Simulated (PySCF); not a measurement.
## Electronic structure of C$_{3}$H$_{12}$N$_{2}$OSi (SMILES CCCO[SiH](N)N) in real space

```
atom    x (Å)    y (Å)    z (Å)
   C   2.6335   0.5208   0.1226
   C   2.0300  -0.8637  -0.0754
   C   0.6489  -0.7786  -0.7210
   O  -0.2356  -0.1326   0.1415
  Si  -1.6626   0.5433  -0.2180
   N  -2.7925  -0.6942  -0.6658
   N  -2.0782   1.3445   1.2443
   H   2.7912   1.0079  -0.8372
   H   1.9554   1.1317   0.7124
   H   3.5877   0.4533   0.6393
   H   2.6763  -1.4749  -0.7087
   H   1.9260  -1.3583   0.8916
   H   0.2730  -1.7884  -0.9363
   H   0.7164  -0.2346  -1.6721
   H  -1.5089   1.5810  -1.2475
   H  -3.7590  -0.4398  -0.7841
   H  -2.5317  -1.3501  -1.3847
   H  -1.6278   1.0249   2.0855
   H  -3.0520   1.5171   1.4212
```

Geometry: GFN2-xTB.

The calculation used PySCF 2.14.0, PBE0/pcSseg-1, SCF density, gas phase, non-relativistic.

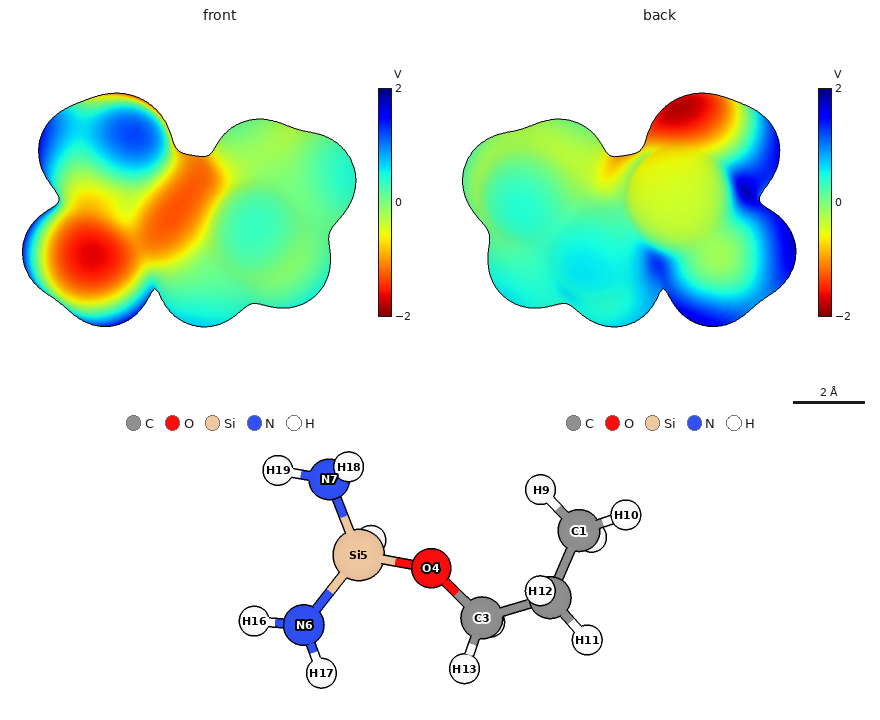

Figure 1. The electrostatic potential painted on the density surface at 0.002 e/bohr³, seen from the front and from behind; the colour scale runs from red (negative) to blue (positive). The bare structure is drawn below in the same view.

**Describe the electrostatic potential map.**

The most negative region (about −1.8 V, or −42 kcal/mol for a unit charge) lies over N7, the most positive (about +1.6 V, or +37 kcal/mol for a unit charge) over Si5, H16 and H17. N7 is the likeliest acceptor of a hydrogen bond.

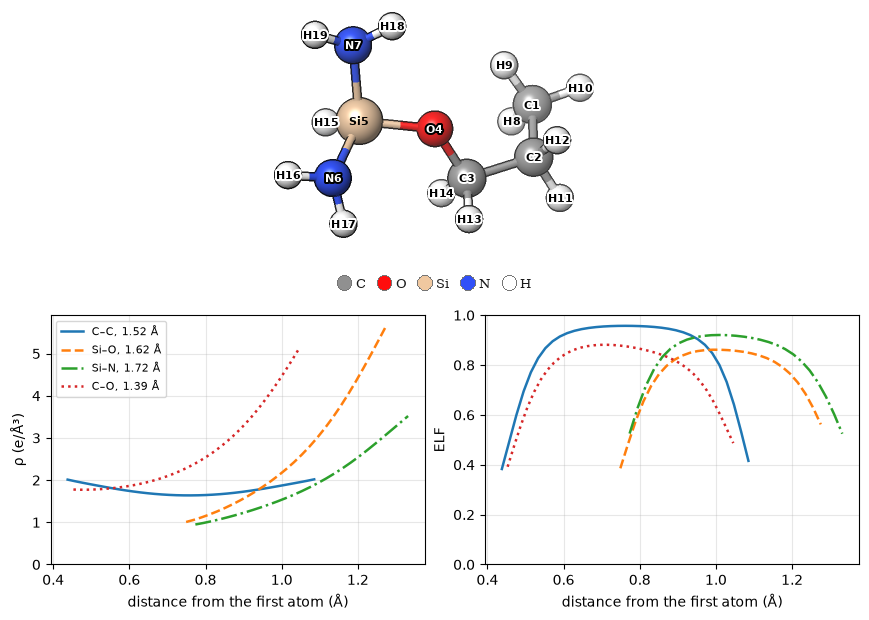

Figure 2. Total electron density and ELF along straight lines between neighbouring atoms. The curves leave out the atomic cores. The structure is drawn too.

**Compare the contacts.**

C–C (1.52 Å): ρ at the midpoint is about 1.6 e/Å³; the ELF peaks at about 0.95 between the atoms, as expected for a shared electron pair.
Si–O (1.62 Å): ρ is about 1.2 e/Å³ halfway; the ELF peaks at about 0.85 between the atoms: a short, strongly polar bond.
Si–N (1.72 Å): the density is about 1.1 e/Å³ at the midpoint; the ELF peaks at about 0.90 between the atoms (a shared but strongly polarised pair).
C–O (1.39 Å): the density is about 2.1 e/Å³ at the midpoint, with its minimum of 1.8 e/Å³ about 0.5 Å from C; the ELF peaks at about 0.90 between the atoms; a shared but strongly polarised pair.
